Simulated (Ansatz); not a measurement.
Molecule: C₂H₆GeO, SMILES [CH3][Ge@H]1[CH2][O]1, singlet.

```xyz
10

C     -0.8648     1.3937    -0.0413
Ge     0.3566    -0.0109    -0.5727
C      0.8575    -1.4219     0.5941
O     -0.2948    -1.6842    -0.2095
H     -1.6914     1.4549    -0.7503
H     -1.2586     1.1634     0.9483
H     -0.3541     2.3569    -0.0107
H      0.9447     0.0675    -1.9838
H      0.6603    -1.3324     1.6634
H      1.7276    -2.0381     0.3654
```

Kohn-Sham orbital energies near the frontier, PBE/def2-TZVPP with the Ansatz code, at a PBE0-D4/def2-TZVP geometry (a minimum by its frequencies), isolated molecule; empty levels in grey, levels within 0.03 eV side by side.

### Where do the frontier orbitals lie?

HOMO at −5.73 eV, LUMO at −1.02 eV, 4.72 eV apart.

### How far below the HOMO does the next level lie?

0.17 eV.

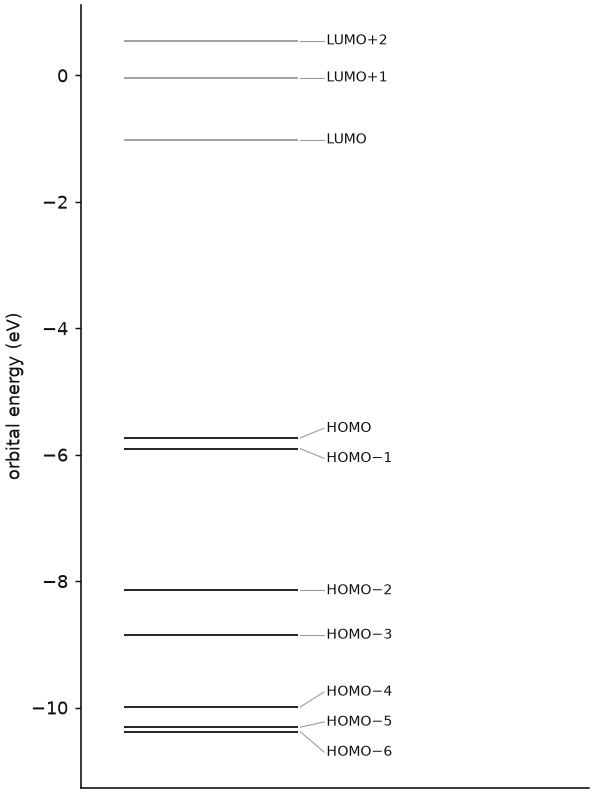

Caveats: no scalar relativity up to krypton; empty levels above zero depend strongly on the basis.
